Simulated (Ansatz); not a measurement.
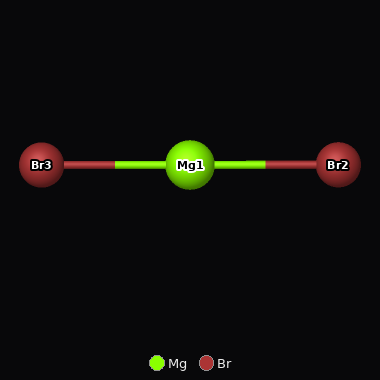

The system is MgBr2; the picture shows the reference structure. Coordinates scanned: (1) bond length Mg1–Br2; (2) bond length Mg1–Br3. Nothing is relaxed (all other coordinates rigid). Grid: 7 × 7 points. Energies: kcal/mol, counted from the relaxed molecule at the same level. The calculation used RKS PBE0-D4/def2-TZVP (Ansatz 0.2.0).

Its coordinates:

```xyz
3

Mg   -0.0008   -0.0004    0.0000
Br   -0.0161   -0.0200    2.3197
Br    0.0169    0.0204   -2.3197
```

Range: bond length Mg1–Br2 from 1.949 to 3.016 Å; bond length Mg1–Br3 from 1.995 to 3.248 Å.

> What will the energy surface look like?

The lowest grid point is at bond length Mg1–Br2 = 2.304 Å, bond length Mg1–Br3 = 2.413 Å, 1.0 kcal/mol from the relaxed molecule at the same level. The bottom of the well lies between grid points, at about bond length Mg1–Br2 = 2.320 Å, bond length Mg1–Br3 = 2.319 Å, about 1 kcal/mol lower on the interpolated surface. No other kind of well shows on this grid. The highest grid point, bond length Mg1–Br2 = 3.016 Å, bond length Mg1–Br3 = 3.248 Å, lies 69.9 kcal/mol above the lowest. Round the minimum the two coordinates are nearly uncoupled.

```csv
"bond length Mg1–Br3 ↓, bond length Mg1–Br2 →",1.949,2.126,2.304,2.482,2.660,2.838,3.016
3.248,67.8,45.7,40.4,43.9,51.6,61.0,70.9
3.039,57.3,35.1,29.6,32.9,40.6,49.9,59.7
2.830,46.5,24.1,18.5,21.7,29.2,38.5,48.3
2.621,36.6,13.9,8.1,11.1,18.5,27.8,37.4
2.413,30.1,7.1,1.0,3.8,11.1,20.2,29.7
2.204,31.7,8.4,2.1,4.6,11.6,20.5,30.0
1.995,51.5,27.8,21.1,23.4,30.2,38.8,48.1
```

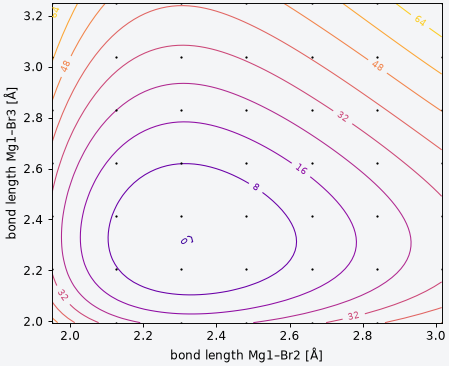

Drawn: contour lines labelled in kcal/mol, dots at the grid points. Between grid points the surface is interpolated.

Each point was launched as `ansatz run input.yaml --threads 1 --pin off --max-ram 2560MiB --backend cpu --events-out ev --progress --plain --runs-dir out`. The whole map (49 points run) took 5.7 min on 1 thread of Intel(R) Xeon(R) Platinum 8259CL CPU @ 2.50GHz (Skylake/Cascade Lake) (shared host).
